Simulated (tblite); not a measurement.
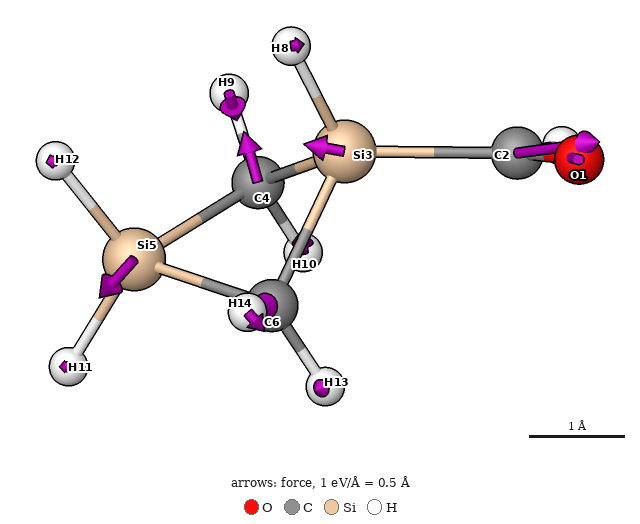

Starting geometry of C₃H₈OSi₂ with the computed forces as purple arrows. Style: ball-and-stick. Shown from a free direction.

Computed with GFN2-xTB geometry optimisation, gas phase in tblite. 

Is this structure relaxed? If not, where do the atoms go?

Answer. It isn't relaxed: the largest force vector, on a C atom, is 2.66 eV/Å. The final displacements have little in common with the starting forces (cosine between the two patterns 0.11). An H atom moves most after the best rigid fit: 1.49 Å. By element the largest moves are H 1.49 Å, O 1.00 Å, C 0.56 Å, Si 0.48 Å. Some distances before and after: C–Si 1.827 → 1.913 Å, C–Si 1.881 → 1.921 Å, C–O 1.232 → 1.205 Å, C–H 1.089 → 1.114 Å. Bond angles that change, for instance: H–C–H 116.9° → 106.4°, C–Si–H 109.6° → 118.9°, O–C–Si 117.0° → 124.9°. Groups turn about C–Si by about 60°, C–Si by about 45°, C–Si by about 45°. The energy falls by 0.666 eV in 111 geometry steps.
